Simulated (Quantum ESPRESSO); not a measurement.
## GaN (F-43m): modes at Γ and the response to a field

Which modes does GaN (F-43m) have at the zone centre?

Program: Quantum ESPRESSO 7.5. Level of theory: DFT LDA, scalar-relativistic, plane waves, PseudoDojo norm-conserving pseudopotentials. Results are calculated unless marked as measured.

**1. The starting structure**

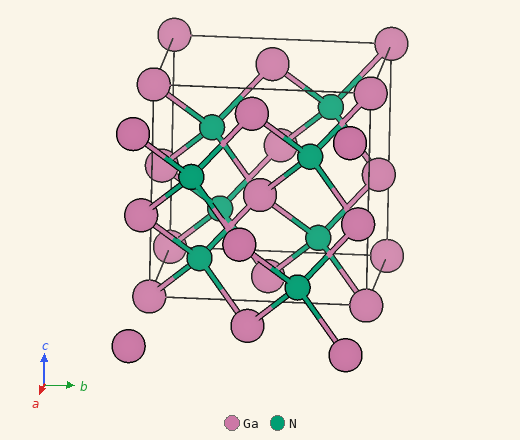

Start, viewed slightly off an axis; gallium pink, nitrogen teal. 2×1×1 cells are drawn. This picture shows the conventional cell, with its axes. Bonds to atoms that aren't drawn are left out. Some periodic images of atoms are drawn too.

**2. A probe with smearing**

A cheap run with smearing and empty bands tells whether the crystal has a gap, which decides between fixed occupations and smearing later on.

probe.in reads:

```
 &control
    calculation='scf',
    prefix='x',
    outdir='./tmp',
    pseudo_dir='./pseudo',
    tprnfor=.true.,
    tstress=.true.,
    verbosity='high',
 /
 &system
    ibrav=2,
    celldm(1)=8.51699795,
    nat=2,
    ntyp=2,
    ecutwfc=92.0,
    occupations='smearing',
    smearing='gaussian',
    degauss=0.01,
 /
 &electrons
    conv_thr=1.0d-07,
    mixing_beta=0.7,
    electron_maxstep=100,
 /
ATOMIC_SPECIES
 Ga     69.7230  Ga.upf
 N      14.0070  N.upf
ATOMIC_POSITIONS crystal
 Ga     0.000000000   0.000000000   0.000000000
 N      0.750000000   0.750000000   0.750000000
K_POINTS automatic
 8 8 8 0 0 0
```

Command:

```bash
$ OMP_NUM_THREADS=1 mpirun -n 4 pw.x -nk 4 -in probe.in > probe.out
```

Output:

```text
[banners, grids, parts of the stress and lines that vanish by symmetry left out]
Program PWSCF v.7.5
     bravais-lattice index     =            2
     lattice parameter (alat)  =       8.5170  a.u.
[...]
kinetic-energy cutoff     =      92.0000  Ry
     charge density cutoff     =     368.0000  Ry
     scf convergence threshold =      1.0E-07
[...]
Exchange-correlation= SLA  PW   NOGX NOGC
                           (   1   4   0   0   0   0   0)
[...]
24 Sym. Ops. (no inversion) found
[...]
(     0          1          0      )
                  (     0          0          1      )
[...]
(  0.0000000  1.0000000  0.0000000 )
                  (  0.0000000  0.0000000  1.0000000 )
[...]
(     1          0         -1      )
                  (     0          0         -1      )
[...]
(  0.0000000  1.0000000  0.0000000 )
[...]
(    -1          0          1      )
                  (    -1          0          0      )
[...]
(  0.0000000  0.0000000  1.0000000 )
                  (  0.0000000 -1.0000000  0.0000000 )
[...]
number of k points=    29  Gaussian smearing, width (Ry)=  0.0100
[...]
End of self-consistent calculation
[...]
the Fermi energy is    11.2209 ev
!    total energy              =    -173.54814849 Ry
[...]
convergence has been achieved in   7 iterations
[...]
atom    1 type  1   force =     0.00000000    0.00000000   -0.00000000
     atom    2 type  2   force =     0.00000000    0.00000000    0.00000000
[...]
Total force =     0.000000     Total SCF correction =     0.000000
[...]
total   stress  (Ry/bohr**3)                   (kbar)     P=      -69.49
[...]
XML data file, charge density, pseudopotentials, collected wavefunctions

   JOB DONE.
```

Wall time 3.2 s (4 MPI ranks of Arm Neoverse V2, shared host); 13 s of CPU time.

This step gave:

| Quantity | Value |
| --- | --- |
| volume per atom | 11.44 Å³ |
| pressure | -6.949 GPa |
| gap on the k-mesh | 1.769 eV |

A gap of 1.8 eV opens on this mesh, so the crystal is taken as an insulator; the start stands at -6.9 GPa.

**3. Relaxing the cell and atoms**

The relaxation runs at a cutoff a fifth above that of the response, since stress converges more slowly with the basis than frequencies do. Forces and stress are brought to rest with tight thresholds.

relax.in reads:

```
 &control
    calculation='vc-relax',
    prefix='x',
    outdir='./tmp',
    pseudo_dir='./pseudo',
    tprnfor=.true.,
    tstress=.true.,
    forc_conv_thr=2.0d-05,
    etot_conv_thr=1.0d-07,
    nstep=40,
 /
 &system
    ibrav=2,
    celldm(1)=8.51699795,
    nat=2,
    ntyp=2,
    ecutwfc=110,
    occupations='fixed',
    nbnd=11,
 /
 &electrons
    conv_thr=1.0d-11,
    mixing_beta=0.7,
    electron_maxstep=100,
 /
 &ions
 /
 &cell
    press_conv_thr=0.2,
 /
ATOMIC_SPECIES
 Ga     69.7230  Ga.upf
 N      14.0070  N.upf
ATOMIC_POSITIONS crystal
 Ga     0.000000000   0.000000000   0.000000000
 N      0.750000000   0.750000000   0.750000000
K_POINTS automatic
 10 10 10 0 0 0
```

Command:

```bash
$ OMP_NUM_THREADS=1 mpirun -n 4 pw.x -nk 4 -in relax.in > relax.out
```

Output:

```text
[banners, grids, parts of the stress and lines that vanish by symmetry left out]
[banner, memory and clock lines left out]
Program PWSCF v.7.5

[...]
kinetic-energy cutoff     =     110.0000  Ry
     charge density cutoff     =     440.0000  Ry
     scf convergence threshold =      1.0E-11
[...]
energy convergence thresh.=      1.0E-07
     force convergence thresh. =      2.0E-05
     press convergence thresh. =      2.0E-01
     Exchange-correlation= SLA  PW   NOGX NOGC
                           (   1   4   0   0   0   0   0)
[...]
24 Sym. Ops. (no inversion) found
[...]
number of k points=    47
[...]
End of self-consistent calculation
[...]
highest occupied, lowest unoccupied level (ev):    10.2215   11.9913
!    total energy              =    -173.54822490 Ry
[...]
convergence has been achieved in  14 iterations
[...]
atom    1 type  1   force =    -0.00000000   -0.00000000    0.00000000
     atom    2 type  2   force =     0.00000000    0.00000000   -0.00000000
     Total force =     0.000000     Total SCF correction =     0.000000
[...]
total   stress  (Ry/bohr**3)                   (kbar)     P=      -67.92
[...]
number of bfgs steps    =   0
[...]
CELL_PARAMETERS (alat=  8.51699795)
[...]
ATOMIC_POSITIONS (crystal)
Ga               0.0000000000       -0.0000000000       -0.0000000000
N                0.7500000000        0.7500000000        0.7500000000
[...]
New effective cutoffs (rho, wfc):  450.07  112.58
[...]
End of self-consistent calculation
[...]
highest occupied, lowest unoccupied level (ev):    10.7929   12.7936
!    total energy              =    -173.54953547 Ry
[...]
convergence has been achieved in   8 iterations
[...]
atom    1 type  1   force =     0.00000000   -0.00000000   -0.00000000
     atom    2 type  2   force =    -0.00000000   -0.00000000    0.00000000
     Total force =     0.000000     Total SCF correction =     0.000000
[...]
total   stress  (Ry/bohr**3)                   (kbar)     P=       -2.93
[...]
number of bfgs steps    =   1
[...]
CELL_PARAMETERS (alat=  8.51699795)
[...]
ATOMIC_POSITIONS (crystal)
Ga               0.0000000000       -0.0000000000       -0.0000000000
N                0.7500000000        0.7500000000        0.7500000000
[...]
New effective cutoffs (rho, wfc):  450.54  112.70
[...]
End of self-consistent calculation
[...]
highest occupied, lowest unoccupied level (ev):    10.8187   12.8296
!    total energy              =    -173.54953761 Ry
[...]
convergence has been achieved in   8 iterations
[...]
atom    1 type  1   force =    -0.00000000   -0.00000000    0.00000000
     atom    2 type  2   force =    -0.00000000   -0.00000000    0.00000000
     Total force =     0.000000     Total SCF correction =     0.000000
[...]
total   stress  (Ry/bohr**3)                   (kbar)     P=        0.19
[...]
number of bfgs steps    =   2
[...]
small trust_radius: resetting bfgs history
[...]
CELL_PARAMETERS (alat=  8.51699795)
[...]
ATOMIC_POSITIONS (crystal)
Ga               0.0000000000       -0.0000000000       -0.0000000000
N                0.7500000000        0.7500000000        0.7500000000
[...]
New effective cutoffs (rho, wfc):  450.51  112.69
[...]
End of self-consistent calculation
[...]
highest occupied, lowest unoccupied level (ev):    10.8171   12.8274
!    total energy              =    -173.54953762 Ry
[...]
convergence has been achieved in   6 iterations
[...]
atom    1 type  1   force =    -0.00000000    0.00000000    0.00000000
     atom    2 type  2   force =     0.00000000    0.00000000    0.00000000
     Total force =     0.000000     Total SCF correction =     0.000000
[...]
total   stress  (Ry/bohr**3)                   (kbar)     P=       -0.01
[...]
bfgs converged in   4 scf cycles and   3 bfgs steps
[...]
End of BFGS Geometry Optimization
     Final enthalpy           =    -173.5495376207 Ry
     File ./tmp/x.bfgs deleted, as requested
[...]
CELL_PARAMETERS (alat=  8.51699795)
[...]
ATOMIC_POSITIONS (crystal)
Ga               0.0000000000       -0.0000000000       -0.0000000000
N                0.7500000000        0.7500000000        0.7500000000
[...]
Final scf calculation at the relaxed structure.
[...]
kinetic-energy cutoff     =     110.0000  Ry
     charge density cutoff     =     440.0000  Ry
     scf convergence threshold =      1.0E-13
[...]
press convergence thresh. =      2.0E-01
     Exchange-correlation= SLA  PW   NOGX NOGC
                           (   1   4   0   0   0   0   0)
[...]
24 Sym. Ops. (no inversion) found
[...]
number of k points=    47
[...]
End of self-consistent calculation
[...]
highest occupied, lowest unoccupied level (ev):    10.8171   12.8274
!    total energy              =    -173.54952714 Ry
[...]
convergence has been achieved in  16 iterations
[...]
atom    1 type  1   force =     0.00000000    0.00000000    0.00000000
     atom    2 type  2   force =    -0.00000000    0.00000000   -0.00000000
     Total force =     0.000000     Total SCF correction =     0.000000
[...]
total   stress  (Ry/bohr**3)                   (kbar)     P=        0.04
[...]
XML data file, charge density, pseudopotentials, collected wavefunctions
```

The job ended after 34 s (4 MPI ranks; 2.3 min of CPU time).

The steps of the relaxation:

```csv
step,energy less that of the first step (eV),largest force (eV/Å),pressure (GPa),volume (Å³)
1,0.0000,0.0000,-6.79,22.89
2,-0.0178,0.0000,-0.29,22.10
3,-0.0179,0.0000,0.02,22.07
4,-0.0179,0.0000,0.00,22.07
5,-0.0177,0.0000,0.00,22.07
```

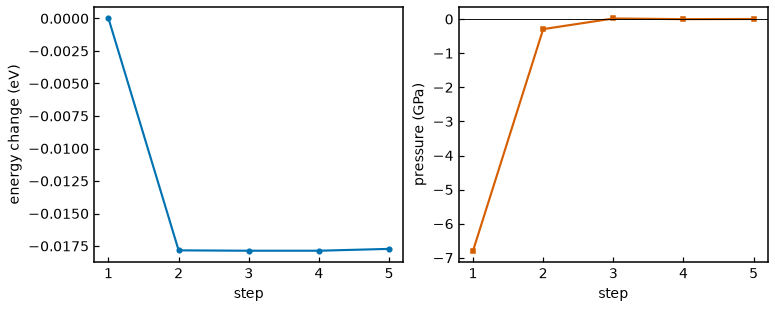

Energy and pressure along the relaxation.

```csv
"conventional cell, symmetrised",before,after,change
a (Å),4.507,4.453,-1.2 %
b (Å),4.507,4.453,-1.2 %
c (Å),4.507,4.453,-1.2 %
volume (Å³/atom),11.44,11.04,-3.6 %
```

The relaxed structure:

```xyz
2
Lattice="-2.2264 0.0000 2.2264 0.0000 2.2264 2.2264 -2.2264 2.2264 0.0000" Properties=species:S:1:pos:R:3 pbc="T T T"
Ga    0.0000    0.0000    0.0000
N    -3.3396    3.3396    3.3396
```

The last row of the table of steps is pw.x's closing run on a basis chosen anew for the final cell, so its energy can jump.

This step gave:

```yaml
volume_per_atom: 11.04 Å³
pressure: 0.004 GPa
gap_on_the_k_mesh: 2.010 eV
```

The volume changes by -3.6 % from the cell with which this run began.

**4. Ground state**

The response is built on this ground state, so it is converged far tighter than an energy would need. With a gap, occupations are fixed, which also allows the response to an electric field.

scf.in reads:

```
 &control
    calculation='scf',
    prefix='x',
    outdir='./tmp',
    pseudo_dir='./pseudo',
    tprnfor=.true.,
    tstress=.true.,
 /
 &system
    ibrav=2,
    celldm(1)=8.41462023,
    nat=2,
    ntyp=2,
    ecutwfc=92.0,
    occupations='fixed',
    nbnd=11,
 /
 &electrons
    conv_thr=1.0d-12,
    mixing_beta=0.7,
    electron_maxstep=100,
 /
ATOMIC_SPECIES
 Ga     69.7230  Ga.upf
 N      14.0070  N.upf
ATOMIC_POSITIONS crystal
 Ga     0.000000000   0.000000000   0.000000000
 N      0.750000000   0.750000000   0.750000000
K_POINTS automatic
 12 12 12 0 0 0
```

Command:

```bash
$ OMP_NUM_THREADS=1 mpirun -n 4 pw.x -nk 4 -in scf.in > scf.out
```

Output:

```text
[banners, grids, parts of the stress and lines that vanish by symmetry left out]
[banner, memory and clock lines left out]
Program PWSCF v.7.5

[...]
kinetic-energy cutoff     =      92.0000  Ry
     charge density cutoff     =     368.0000  Ry
     scf convergence threshold =      1.0E-12
[...]
Exchange-correlation= SLA  PW   NOGX NOGC
                           (   1   4   0   0   0   0   0)
[...]
24 Sym. Ops. (no inversion) found
[...]
number of k points=    72
[...]
End of self-consistent calculation
[...]
highest occupied, lowest unoccupied level (ev):    10.8171   12.8274
!    total energy              =    -173.54948303 Ry
[...]
convergence has been achieved in  19 iterations
[...]
atom    1 type  1   force =     0.00000000    0.00000000   -0.00000000
     atom    2 type  2   force =    -0.00000000   -0.00000000    0.00000000
     Total force =     0.000000     Total SCF correction =     0.000000
[...]
total   stress  (Ry/bohr**3)                   (kbar)     P=        0.31
[...]
XML data file, charge density, pseudopotentials, collected wavefunctions
```

Wall time 12 s (4 MPI ranks); 47 s of CPU time.

Numbers from this step:

- pressure: 0.031 GPa

The cell stands at 0.031 GPa, close enough for phonons.

[end of part 1 of 2]

[Host names and launcher messages were left out of these logs when they were recorded.]

[Logs are printed without paths, hosts, clocks, repeated set-up lines and the standing remarks that a program may print on its own settings, such as how far it seeks lower states.]

[Hosts, paths, dates, database ids (printed as entryN), source tags and the programs' standing remarks are cut or masked in the printed files.]
